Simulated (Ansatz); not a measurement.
BClH$_{4}$OSi

```yaml
atoms:
  - { symbol: O, position_ang: [-0.9361, 1.5651, -0.4559] }
  - { symbol: B, position_ang: [0.1390, 1.1057, 0.2036] }
  - { symbol: Si, position_ang: [0.4627, -0.9060, 0.2115] }
  - { symbol: Cl, position_ang: [-1.1702, -1.6335, -0.9283] }
  - { symbol: H, position_ang: [-1.4578, 0.8537, -0.8704] }
  - { symbol: H, position_ang: [0.8442, 1.9217, 0.7495] }
  - { symbol: H, position_ang: [0.4017, -1.5557, 1.5524] }
  - { symbol: H, position_ang: [1.7165, -1.3508, -0.4624] }
```

All numbers below come from Ansatz 0.2.0, RKS B3LYP-D4/def2-SVP.

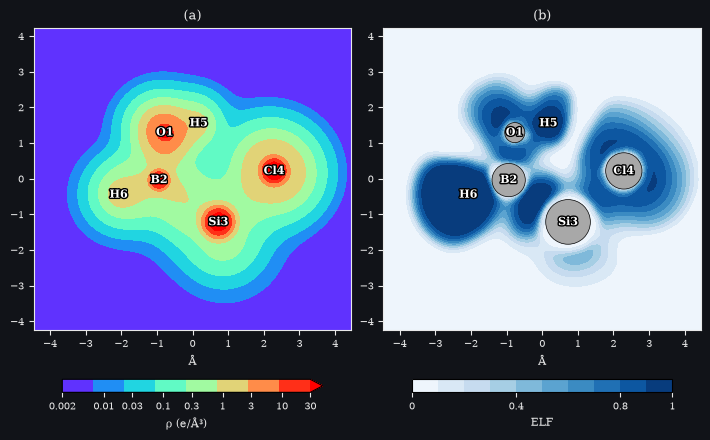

Figure 1. (a) electron density; (b) electron localisation function on the plane of atoms O1, B2 and H6. Grey discs cover the atomic cores in the ELF map.

Question: Describe what can be read from this map.

Answer: The section cuts through O, B, Si, Cl and H sites.
B–O (1.34 Å): ρ at the midpoint is about 2.2 e/Å³; the ELF peaks at about 0.90 between the atoms: a short, strongly polar bond.
Si–B (2.04 Å): ρ is about 0.81 e/Å³ halfway; the ELF peaks at about 1 between the atoms (a shared electron pair).
Si–Cl (2.12 Å): ρ at the midpoint is about 0.76 e/Å³; the ELF peaks at about 0.85 between the atoms: a shared but strongly polarised pair.
O–H (0.97 Å): the density is about 3.7 e/Å³ at the midpoint; the ELF climbs to about 1 towards the hydrogen, as it does in any bond to H (an ordinary covalent bond to hydrogen).
B–H (1.21 Å): the density is about 1.2 e/Å³ at the midpoint; the ELF climbs to about 1 towards the hydrogen: a covalent bond by its length.
The ELF also peaks beside Cl4 and O1, away from the bonds: lone-pair regions.

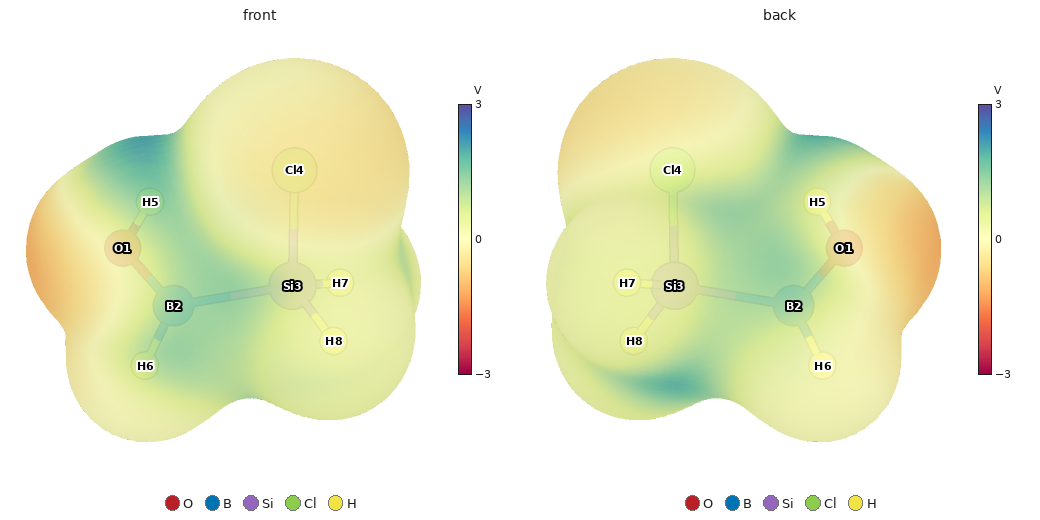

Figure 2. The electrostatic potential painted on the density surface at 0.002 e/bohr³, seen from the front and from behind; the colour scale runs from red (negative) to blue (positive).

Question: Where is the surface potential most negative and most positive?

Answer: The most negative region (about −1.1 V) lies over O1, the most positive (about +2.0 V) over H5. O1 is the likeliest acceptor of a hydrogen bond.

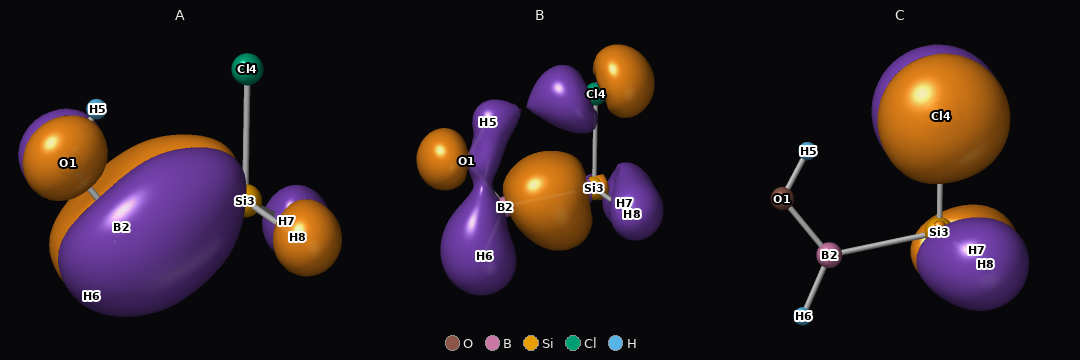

Figure 3. Three frontier orbitals at ±0.1 Å⁻³ᐟ² (orange and purple are the two phases), in no order.

Question: Order the three orbitals by energy and name them.

Answer: C is the HOMO−1 (−8.60 eV). By Hirshfeld shares it lies mainly on Cl4 (about 70 %), Si3 (about 10 %), H7 (about 10 %) and H8 (about 10 %); largely a lone pair of Cl4. B is the HOMO (−7.78 eV). Its weight (Hirshfeld) is mainly on Si3 (about 25 %), B2 (about 25 %), Cl4 (about 15 %), O1 (about 10 %) and H6 (about 10 %). A is the LUMO (−1.40 eV). It lies mainly on B2 (about 50 %), Si3 (about 20 %) and O1 (about 15 %).

Question: What is the HOMO–LUMO gap?

Answer: 6.38 eV between the orbital energies.
